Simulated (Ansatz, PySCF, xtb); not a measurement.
CH6OSn (SMILES C[O][SnH3]) and NH3 (SMILES N) are pulled apart as rigid monomers along the line of their centres of mass, from the B3LYP-D3(BJ)/def2-TZVP minimum. Starting geometry (charge 0, multiplicity 1):
| atom | x (Å) | y (Å) | z (Å) |
|---|---|---|---|
| C | -2.3990 | 0.9389 | 1.3132 |
| O | -1.3729 | 0.0123 | 1.6007 |
| Sn | 0.5445 | 0.5525 | 1.3335 |
| H | -3.3593 | 0.4543 | 1.5104 |
| H | -2.3409 | 1.8385 | 1.9386 |
| H | -2.3936 | 1.2615 | 0.2646 |
| H | 0.3042 | 2.1683 | 0.7463 |
| H | 1.2882 | -0.3554 | 0.0929 |
| H | 1.3880 | 0.6490 | 2.8154 |
| N | 0.2695 | -2.0755 | 2.3091 |
| H | 0.5489 | -2.2979 | 3.2568 |
| H | -0.7344 | -1.9201 | 2.2891 |
| H | 0.4918 | -2.8664 | 1.7168 |

Interaction energies with rigid monomers; basis-set methods are counterpoise corrected unless marked otherwise.

The values were computed with Ansatz (Gaussian orbitals); PySCF for the dispersion terms; xtb for the GFN methods. Values without a source in brackets are computed. In def2 rows elements past Kr take small-core potentials, without spin–orbit coupling.

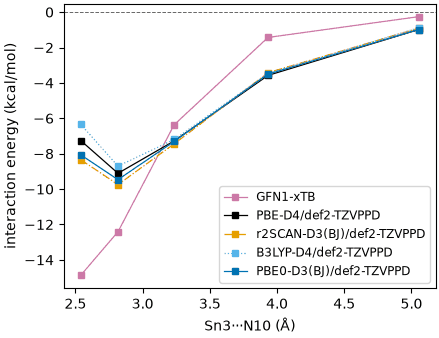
Figure: Interaction energy against separation

Task: Which level binds most strongly at Sn3···N10 = 2.82, and by how much?

Result: GFN1-xTB, -12.4 kcal/mol.

Ansatz is a quantum-chemistry and plane-wave program.
